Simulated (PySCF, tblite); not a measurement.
# C6H10BNO: geometry, infrared bands and NMR shifts

What infrared bands and NMR shifts should C6H10BNO (`C#CCC(=C)COBN`) show?

Computed with tblite 0.8.0 and PySCF 2.14.0, with density-fitted response routines of our own, on a single molecule in the gas phase. Atoms count from 0, in the outputs and in this text.

## Step 1: The molecule as given

19 atoms, charge 0, multiplicity 1; geometry from: force field or distance geometry start.

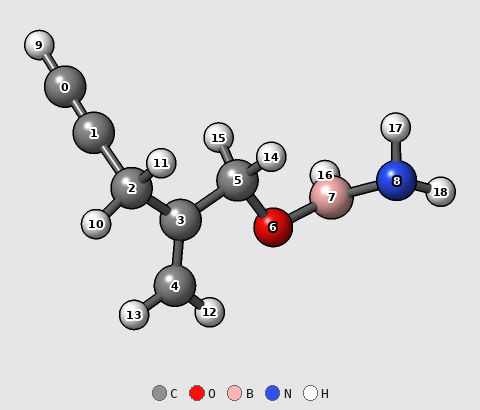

As it starts; carbon grey, oxygen red, boron pink, nitrogen blue, hydrogen white, atoms numbered; sticks join atoms by distance.

## Step 2: Optimising the geometry with GFN2-xTB

What the job is given:

```
{"job": {"kind": "relax", "xc": "GFN2-xTB", "basis": "xTB"}, "charge": 0, "multiplicity": 1}
C     -3.171300     1.385400     0.893200
C     -2.709500     0.335600     0.551300
C     -2.100100    -0.965700     0.178600
C     -0.815500    -0.742700    -0.503600
C     -0.661300    -1.186200    -1.736100
C      0.325600    -0.065900     0.174600
O      1.362800    -0.053300    -0.767200
B      2.579300     0.583500    -0.273800
N      3.476900    -0.139100     0.719000
H     -3.594600     2.319500     1.207500
H     -2.823400    -1.605700    -0.374300
H     -1.894700    -1.513600     1.138300
H      0.264100    -1.060900    -2.290600
H     -1.477900    -1.680000    -2.236500
H      0.628300    -0.596700     1.110800
H      0.077100     0.979200     0.476900
H      2.757100     1.729000    -0.450100
H      3.273100     0.289900     1.653100
H      4.494300     0.012200     0.521500
```

The run is started by

```console
$ OMP_NUM_THREADS=1 python probes_run.py task.json out
```

This one command runs all jobs of the session in turn.

**Question.** This job is followed by: GFN2-xTB harmonic vibrations, gas phase; GIAO PBE0/pcSseg-1 NMR shielding, non-relativistic, gas phase. Predict these results of the whole session: strongest single infrared mode (GFN2-xTB); zero-point energy (GFN2-xTB); ¹³C shifts against TMS (PBE0/pcSseg-1); ¹H shifts against TMS (PBE0/pcSseg-1, means over atoms taken as alike); ¹⁷O shifts against H2O (PBE0/pcSseg-1); ¹¹B shifts against BF3·OEt2 (PBE0/pcSseg-1); ¹⁵N shifts against NH3 (PBE0/pcSseg-1).

As calculated:

```
                                                              quantity                                         value
                             strongest single infrared mode (GFN2-xTB)                         1328 cm⁻¹, 370 km/mol
                                          zero-point energy (GFN2-xTB)                                 93.2 kcal/mol
                                ¹³C shifts against TMS (PBE0/pcSseg-1)      148.9, 118.7, 87.0, 76.0, 66.6, 26.8 ppm
¹H shifts against TMS (PBE0/pcSseg-1, means over atoms taken as alike)  5.99, 5.54, 4.54, 4.23, 3.01, 2.88, 1.44 ppm
                                ¹⁷O shifts against H2O (PBE0/pcSseg-1)                                     111.2 ppm
                           ¹¹B shifts against BF3·OEt2 (PBE0/pcSseg-1)                                      24.2 ppm
                                ¹⁵N shifts against NH3 (PBE0/pcSseg-1)                                      76.8 ppm
```

**Reading.** Over 161 steps the energy fell by 1.949 eV; of the close pairs, B7–N8 changed most, 1.521 to 1.401 Å. All 51 modes are real, so the xTB geometry is a minimum. The strongest single mode, at 1328 cm⁻¹, has its largest shares on B7, C5 and H15 (the list is cut at 3 atoms). GFN2-xTB is a fitted tight-binding method: band positions and strengths are rough. Its intensities can rank the bands wrongly. At PBE0/pcSseg-1: The widest tensor belongs to C1: span 295 ppm, with a paramagnetic part of -166 ppm.
